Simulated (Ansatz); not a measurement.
**SiO2 (silicon dioxide molecule): a chain of runs**

Aim: a series of 42 runs (HF/STO-3G, UHF/STO-3G, HF/3-21G, UHF/3-21G, HF/6-31G*, UHF/6-31G*, B3LYP/6-31G*, UB3LYP/6-31G*, and more) of O2Si. 

The calculation is run with Ansatz 0.2.0.

## (1) The structure to begin with

SiO2 has 3 atoms, charge 0, and is taken as a singlet. SMILES: `O=[Si]=O`. Geometry: relaxed at PBE0-D4/def2-TZVP. The run starts from this shape.

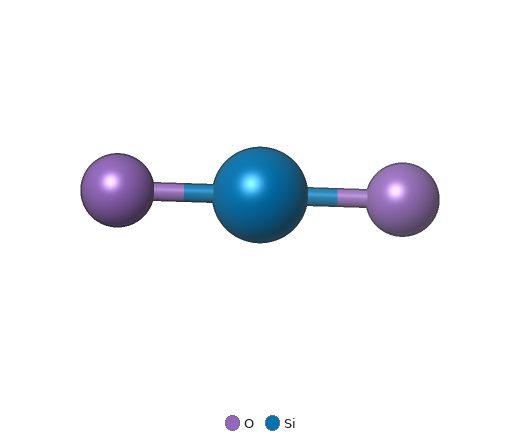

Viewed from a chosen angle; oxygen purple, silicon blue.

## (2) A structure relaxation at HF/STO-3G (run 1)

job.yaml reads:

```yaml
crystal:
  periodic: [false, false, false]
  atoms:
    - {symbol: O, position_ang: [0.697730, 1.229600, 0.518760]}
    - {symbol: Si, position_ang: [-0.000010, 0.000000, -0.000000]}
    - {symbol: O, position_ang: [-0.697730, -1.229610, -0.518760]}
basis:
  gaussian: {orbitals: STO-3G}
hamiltonian: {xc: hf}
relax: {f_tol: 0.002}
output: {orbitals: {seedname: orbitals}}
```

Command:

```
ansatz run job.yaml --threads 1 --pin off --max-ram 3480MiB --events-out events.jsonl --progress --plain --runs-dir runs
```

Standard output, cut to the lines that bear on the results:

```text
Warning: RAYON_NUM_THREADS=1 ignored (pool sized by the plan → 1); use --threads N
[...]
Functional definition: HF
  name "HF"
[...]
263 factors; integrals over basis functions are off by at most 8.2e-6 eV
[...]
mean field -11786.24373705 eV, -433.1364683335 hartree, gradient 2.0e-5 eV, S^2 0.000000; 0 other end points of the search recorded, 0 dependent functions left out
[...]
reference -11786.24373705 eV, -433.1364683335 hartree; 15, 15 occupied and 4, 4 virtual orbitals, 263 factors
relax step   1: F+E_penalty+E_count = -11786.24373705 eV  Δ(F+E_penalty+E_count) = +0.000e0 eV  max|allowed force component| = 1.516e0 eV/Å  Δτ_max = 0.0000 Å  (30 SCF iters, accepted)
[...]
relax step   3: F+E_penalty+E_count = -11786.29894967 eV  Δ(F+E_penalty+E_count) = -1.206e-2 eV  max|allowed force component| = 3.881e-2 eV/Å  Δτ_max = 0.0137 Å  (26 SCF iters, accepted)
[...]
relax step   4: F+E_penalty+E_count = -11786.29899025 eV  Δ(F+E_penalty+E_count) = -4.059e-5 eV  max|allowed force component| = 1.767e-4 eV/Å  Δτ_max = 0.0009 Å  (27 SCF iters, accepted)
263 factors; integrals over basis functions are off by at most 7.4e-6 eV
mean field -11786.29899025 eV, -433.1384988514 hartree, gradient 1.4e-5 eV, S^2 0.000000; 1 other end points of the search recorded, 0 dependent functions left out
[...]
reference -11786.29899025 eV, -433.1384988514 hartree; 15, 15 occupied and 4, 4 virtual orbitals, 263 factors
Total energy: -11786.29899025 eV, -433.1384988514 hartree
Atom 0 at     0.711930     1.254624     0.529317 Å, force    -0.000102    -0.000174    -0.000074 eV/Å
Atom 1 at    -0.000010    -0.000000    -0.000000 Å, force     0.000004    -0.000002    -0.000000 eV/Å
Atom 2 at    -0.711930    -1.254634    -0.529317 Å, force     0.000098     0.000177     0.000074 eV/Å
Dipole moment:    -0.000007     0.000004     0.000000 e Å
```

Run time: 1.1 s. Hardware: 1 thread of Intel Xeon Platinum 8259CL at 2.50GHz (Skylake/Cascade Lake), shared host; peak memory 0.092 GiB.

The path in brief:

| step | energy from the first frame kept (eV) | largest force (eV/Å) |
| --- | --- | --- |
| 1 | 0.0000 | 1.8563 |
| 2 | -0.0432 | 0.8424 |
| 3 | -0.0552 | 0.0475 |
| 4 | -0.0553 | 0.0002 |

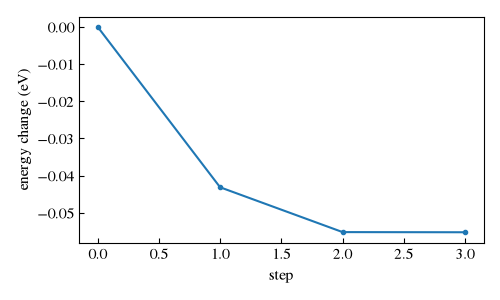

Energy along the run.

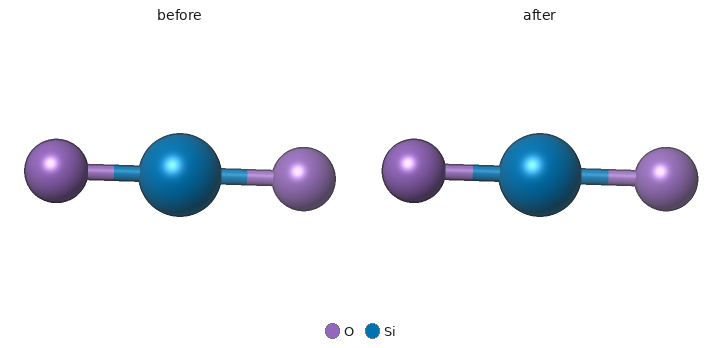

Before and after, at one scale.

After the run. Bond lengths: O1–Si2 1.537 Å, Si2–O3 1.537 Å. Angles: O1–Si2–O3 180.0°.

## (3) Vibrational wavenumbers at HF/STO-3G (run 2)

run.yaml reads:

```yaml
crystal:
  periodic: [false, false, false]
  atoms:
    - {symbol: O, position_ang: [0.711930, 1.254624, 0.529317]}
    - {symbol: Si, position_ang: [-0.000010, -0.000000, -0.000000]}
    - {symbol: O, position_ang: [-0.711930, -1.254634, -0.529317]}
basis:
  gaussian: {orbitals: STO-3G}
hamiltonian: {xc: hf}
phonons: {temperatures: {t_min: 298.15, t_max: 298.15, t_step: 1}}
```

Command:

```
ansatz run run.yaml --threads 1 --pin off --max-ram 3480MiB --events-out events.jsonl --progress --plain --runs-dir runs
```

Standard output:

```text
Warning: RAYON_NUM_THREADS=1 ignored (pool sized by the plan → 1); use --threads N
[... 107 lines left out ...]
Total energy: -11786.29899025 eV, -433.1384988512 hartree
[... 3 lines left out ...]
Dipole moment:    -0.000007     0.000004     0.000000 e Å
Vibrations: 89.66 89.66 971.06 1101.38 cm⁻¹, zero-point energy 0.139591 eV
```

It took 3.6 s on 1 thread of Intel Xeon Platinum 8259CL at 2.50GHz (Skylake/Cascade Lake), shared host; peak memory 0.083 GiB.

Runs 3 to 19 aren't shown in full; the table further down has their settings and results.

## (4) The doublet cation: a geometry optimisation at UPBE/def2-SVP (run 20)

in.yaml reads:

```yaml
crystal:
  periodic: [false, false, false]
  atoms:
    - symbol: O
      position_ang: [0.713773, 1.257876, 0.530689]
    - symbol: Si
      position_ang: [-0.000007, -0.000002, -0.000000]
    - symbol: O
      position_ang: [-0.713776, -1.257885, -0.530689]
basis:
  gaussian:
    orbitals: def2-SVP
hamiltonian:
  xc: pbe
total_charge: 1
magnetization:
  spin_polarized: true
  initial_magnetization: 1
relax: {}
```

Command:

```
ansatz run in.yaml --threads 1 --pin off --max-ram 3480MiB --events-out events.jsonl --progress --plain --runs-dir runs
```

Standard output:

```text
Warning: RAYON_NUM_THREADS=1 ignored (pool sized by the plan → 1); use --threads N
The last accepted step is kept in runs//last_step.txt (removed where the run ends without a failure and the disk answers)
[... 6 lines left out ...]
482 factors; their error is unknown
[... 12 lines left out ...]
482 factors; their error is unknown
[... 6 lines left out ...]
482 factors; their error is unknown
[... 5 lines left out ...]
482 factors; their error is unknown
[... 4 lines left out ...]
482 factors; their error is unknown
[... 6 lines left out ...]
Total energy: -11945.62393687 eV, -438.9935826451 hartree
[... 3 lines left out ...]
Dipole moment:    -0.000003     0.000002     0.000000 e Å
```

Run time: 25 s. Hardware: 1 thread of Intel Xeon Platinum 8259CL at 2.50GHz (Skylake/Cascade Lake), shared host; peak memory 0.12 GiB.

Step by step:

| step | energy from the first frame kept (eV) | largest force (eV/Å) |
| --- | --- | --- |
| 1 | 0.0000 | 1.8116 |
| 2 | -0.0471 | 0.9053 |
| 3 | -0.0642 | 0.0630 |
| 4 | -0.0643 | 0.0005 |

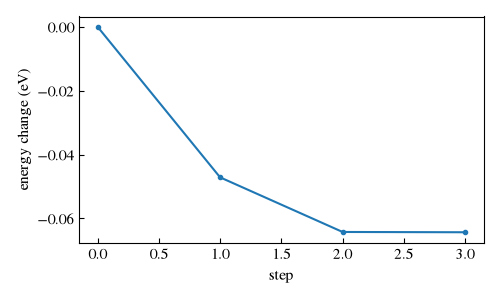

Energy along the run.

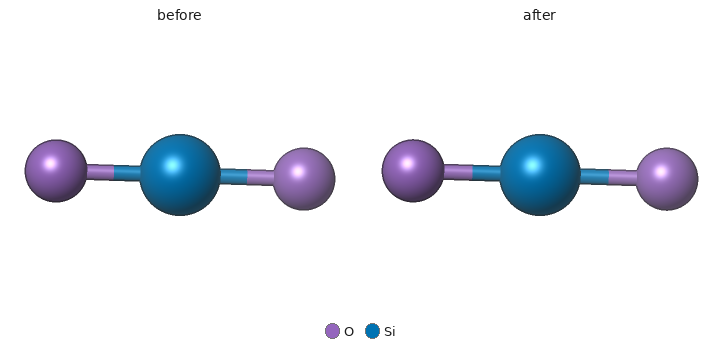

Before and after, at one scale.

After the run. Bond lengths: O1–Si2 1.577 Å, Si2–O3 1.577 Å. Angles: O1–Si2–O3 180.0°.

Runs 21 to 41 aren't shown in full; the table further down has their settings and results.

## (5) Vibrational wavenumbers at SVWN5/def2-TZVP (run 42)

run.yaml reads:

```yaml
crystal:
  periodic: [false, false, false]
  atoms:
    - {symbol: O, position_ang: [0.701393, 1.236058, 0.521485]}
    - {symbol: Si, position_ang: [-0.000008, -0.000001, -0.000000]}
    - {symbol: O, position_ang: [-0.701395, -1.236067, -0.521484]}
basis:
  gaussian: {orbitals: def2-TZVP}
hamiltonian: {xc: {name: SVWN5}}
phonons: {temperatures: {t_min: 298.15, t_max: 298.15, t_step: 1}}
```

Command:

```
ansatz run run.yaml --threads 1 --pin off --max-ram 3480MiB --events-out events.jsonl --progress --plain --runs-dir runs
```

Standard output:

```text
Warning: RAYON_NUM_THREADS=1 ignored (pool sized by the plan → 1); use --threads N
[... 4 lines left out ...]
554 factors; their error is unknown
[... 14 lines left out ...]
554 factors; their error is unknown
[... 10 lines left out ...]
554 factors; their error is unknown
[... 9 lines left out ...]
554 factors; their error is unknown
[... 10 lines left out ...]
554 factors; their error is unknown
[... 9 lines left out ...]
554 factors; their error is unknown
[... 10 lines left out ...]
554 factors; their error is unknown
[... 4 lines left out ...]
554 factors; their error is unknown
[... 4 lines left out ...]
554 factors; their error is unknown
[... 4 lines left out ...]
554 factors; their error is unknown
[... 5 lines left out ...]
554 factors; their error is unknown
[... 4 lines left out ...]
554 factors; their error is unknown
[... 4 lines left out ...]
554 factors; their error is unknown
[... 7 lines left out ...]
Dipole moment:    -0.000007     0.000004    -0.000000 e Å
Vibrations: 279.84 279.84 984.43 1431.95 cm⁻¹, zero-point energy 0.184493 eV
```

Wall time 14 s (1 thread of Intel Xeon Platinum 8259CL at 2.50GHz (Skylake/Cascade Lake), shared host); peak memory 0.14 GiB.

## (6) All runs side by side

| run | level | task | walk f tol | partner | energy (Eh) | dipole moment (D) | wall time |
| --- | --- | --- | --- | --- | --- | --- | --- |
| 1 | HF/STO-3G | optimise | 0.002 | base | -433.138499 | 0.00 | 1.1 s |
| 2 | HF/STO-3G | frequencies | – | base | -433.138499 | 0.00 | 3.6 s |
| 3 | UHF/STO-3G | energy | – | cation | -432.967807 | – | 0.52 s |
| 4 | UHF/STO-3G | optimise | – | cation | -433.015149 | – | 5.4 s |
| 5 | HF/3-21G | optimise | 0.002 | base | -436.221848 | 0.00 | 1.2 s |
| 6 | HF/3-21G | frequencies | – | base | -436.221848 | 0.00 | 3.6 s |
| 7 | UHF/3-21G | energy | – | cation | -435.869044 | – | 0.84 s |
| 8 | UHF/3-21G | optimise | – | cation | -435.914996 | – | 10 s |
| 9 | HF/6-31G* (Cartesian functions) | optimise | 0.002 | base | -438.618704 | 0.00 | 2.7 s |
| 10 | HF/6-31G* (Cartesian functions) | frequencies | – | base | -438.618704 | 0.00 | 8.7 s |
| 11 | UHF/6-31G* (Cartesian functions) | energy | – | cation | -438.202206 | – | 5.1 s |
| 12 | UHF/6-31G* (Cartesian functions) | optimise | – | cation | -438.218248 | – | 15 s |
| 13 | B3LYP/6-31G* (Cartesian functions) | optimise | 0.002 | base | -439.928114 | 0.00 | 5.4 s |
| 14 | B3LYP/6-31G* (Cartesian functions) | frequencies | – | base | -439.928114 | 0.00 | 15 s |
| 15 | UB3LYP/6-31G* (Cartesian functions) | energy | – | cation | -439.479410 | – | 7.8 s |
| 16 | UB3LYP/6-31G* (Cartesian functions) | optimise | – | cation | -439.482330 | – | 33 s |
| 17 | PBE/def2-SVP | optimise | 0.002 | base | -439.431528 | 0.00 | 3.3 s |
| 18 | PBE/def2-SVP | frequencies | – | base | -439.431528 | 0.00 | 8.4 s |
| 19 | UPBE/def2-SVP | energy | – | cation | -438.991219 | – | 9 s |
| 20 | UPBE/def2-SVP | optimise | – | cation | -438.993583 | – | 25 s |
| 21 | MP2/6-31G* (Cartesian functions) | optimise | 0.002 | base | -439.078312 | 0.00 | 3.6 s |
| 22 | MP2/6-31G* (Cartesian functions) | frequencies | – | base | -439.078311 | 0.00 | 12 s |
| 23 | UMP2/6-31G* (Cartesian functions) | energy | – | cation | -438.584449 | – | 41 s |
| 24 | UMP2/6-31G* (Cartesian functions) | optimise | – | cation | timeout | – | 4.1 min |
| 25 | HF/cc-pVTZ | optimise | 0.002 | base | -438.720695 | 0.00 | 6 s |
| 26 | HF/cc-pVTZ | frequencies | – | base | -438.720695 | 0.00 | 15 s |
| 27 | UHF/cc-pVTZ | energy | – | cation | -438.302275 | – | 19 s |
| 28 | UHF/cc-pVTZ | optimise | – | cation | -438.316733 | – | 61 s |
| 29 | CCSD/cc-pVDZ | optimise | 0.002 | base | -439.096777 | 0.00 | 18 s |
| 30 | CCSD/cc-pVDZ | frequencies | – | base | -439.096777 | 0.00 | 64 s |
| 31 | UCCSD/cc-pVDZ | energy | – | cation | -438.656767 | – | 11 s |
| 32 | UCCSD/cc-pVDZ | optimise | – | cation | timeout | – | 7.6 min |
| 33 | MP2/aug-cc-pVDZ | optimise | 0.002 | base | -439.158942 | 0.00 | 11 s |
| 34 | MP2/aug-cc-pVDZ | frequencies | – | base | -439.158942 | 0.00 | 21 s |
| 35 | UMP2/aug-cc-pVDZ | energy | – | cation | -438.647697 | – | 7.2 s |
| 36 | UMP2/aug-cc-pVDZ | optimise | – | cation | timeout | – | 8.8 min |
| 37 | CCSD(T)/cc-pVDZ | optimise | 0.002 | base | -439.116469 | 0.00 | 19 s |
| 38 | CCSD(T)/cc-pVDZ | frequencies | – | base | -439.116469 | 0.00 | 73 s |
| 39 | UCCSD(T)/cc-pVDZ | energy | – | cation | -438.677102 | – | 11 s |
| 40 | UCCSD(T)/cc-pVDZ | optimise | – | cation | timeout | – | 7.7 min |
| 41 | SVWN5/def2-TZVP | optimise | 0.002 | base | -437.829424 | 0.00 | 4.5 s |
| 42 | SVWN5/def2-TZVP | frequencies | – | base | -437.829424 | 0.00 | 14 s |

## (7) Summary of results

| quantity | value |
| --- | --- |
| run 42, SVWN5/def2-TZVP: total energy | -437.82942 Eh |
| run 42, SVWN5/def2-TZVP: dipole moment | 0.00 D |
| run 42, SVWN5/def2-TZVP: largest force on an atom | 0.000 eV/Å |
| run 42, SVWN5/def2-TZVP: lowest harmonic wavenumber | 280 cm⁻¹ |
| run 42, SVWN5/def2-TZVP: highest harmonic wavenumber | 1432 cm⁻¹ |
| run 42, SVWN5/def2-TZVP: zero-point energy | 17.8 kJ/mol |
| vertical ionisation energy (to the doublet cation), HF/STO-3G | 4.645 eV |
| vertical ionisation energy (to the doublet cation), HF/3-21G | 9.600 eV |
| vertical ionisation energy (to the doublet cation), PBE/def2-SVP | 11.981 eV |
| vertical ionisation energy (to the doublet cation), MP2/6-31G* | 13.439 eV |
| vertical ionisation energy (to the doublet cation), CCSD/cc-pVDZ | 11.973 eV |
| vertical ionisation energy (to the doublet cation), CCSD(T)/cc-pVDZ | 11.956 eV |
| adiabatic ionisation energy (to the doublet cation, no zero-point term), HF/3-21G | 8.350 eV |
| adiabatic ionisation energy (to the doublet cation, no zero-point term), PBE/def2-SVP | 11.917 eV |

What this shows: At HF/STO-3G: the vertical ionisation energy comes to 4.64 eV (107 kcal/mol). Its partner is spin-contaminated (⟨S²⟩ = 1.28 against 0.75), so the difference is in doubt. In a minimal basis such a difference can be off by several eV, whatever the method. At HF/3-21G: the vertical ionisation energy comes to 9.60 eV (926 kJ/mol). Its partner is spin-contaminated (⟨S²⟩ = 1.19 against 0.75), so the difference is in doubt. At PBE/def2-SVP: removing an electron at fixed nuclei costs 11.98 eV (1156 kJ/mol). Totals of different functionals can't be ranked against each other. In runs 1, 2, 3, 4 the basis is minimal, so the values are rough. Spin contamination of the reference: run 8 ⟨S²⟩ = 1.62, run 4 ⟨S²⟩ = 1.61, run 3 ⟨S²⟩ = 1.28, run 35 ⟨S²⟩ = 1.20, run 7 ⟨S²⟩ = 1.19, run 39 ⟨S²⟩ = 1.18 (the largest). Where it is this large, the reference is a mixture of spin states, and values that rest on it are in doubt. All runs together took 38 min, the longest 8.8 min. 4 of the 42 runs did not end normally.
